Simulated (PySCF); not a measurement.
Consider C$_{6}$H$_{12}$O$_{2}$SSi (SMILES CS/C=C(\C)C[SiH2]C(=O)O).

```tsv
atom	x (Å)	y (Å)	z (Å)
C	2.7858	2.2928	0.0658
S	2.5458	0.5916	-0.5236
C	1.0763	0.2014	0.3659
C	0.4824	-0.9880	0.3782
C	1.0053	-2.1741	-0.3673
C	-0.7991	-1.1868	1.1368
Si	-2.3218	-0.8691	0.0316
C	-2.2564	0.9702	-0.5198
O	-1.7225	1.8834	0.0595
O	-2.9214	1.1557	-1.6659
H	1.8930	2.8755	-0.1432
H	3.6336	2.6983	-0.4772
H	2.9982	2.2807	1.1315
H	0.6633	1.0432	0.8976
H	0.2687	-2.5183	-1.0931
H	1.2061	-2.9962	0.3200
H	1.9243	-1.9216	-0.8902
H	-0.8375	-0.4981	1.9826
H	-0.8329	-2.2003	1.5369
H	-2.3352	-1.6697	-1.1921
H	-3.5662	-1.0421	0.7882
H	-2.9001	2.0909	-1.9377
```

Geometry: GFN2-xTB.

These are results of PySCF, PBE0/pcSseg-1, SCF density, gas phase, non-relativistic, not measurements.

**What will maps of the electron density and electron localisation function show?**

C–C (1.33 Å): ρ at the midpoint is about 2.3 e/Å³; the ELF peaks at about 0.90 between the atoms: a short, multiple covalent bond.
C–S (1.76 Å): ρ is about 1.3 e/Å³ halfway; the ELF peaks at about 0.95 between the atoms: a shared electron pair.

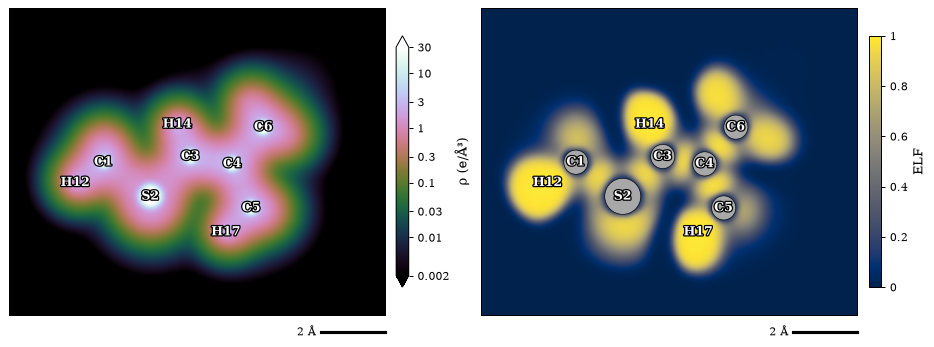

Computed electron density and electron localisation function on the plane of atoms C4, C3 and H14, in this order. Grey discs cover the atomic cores in the ELF map. 
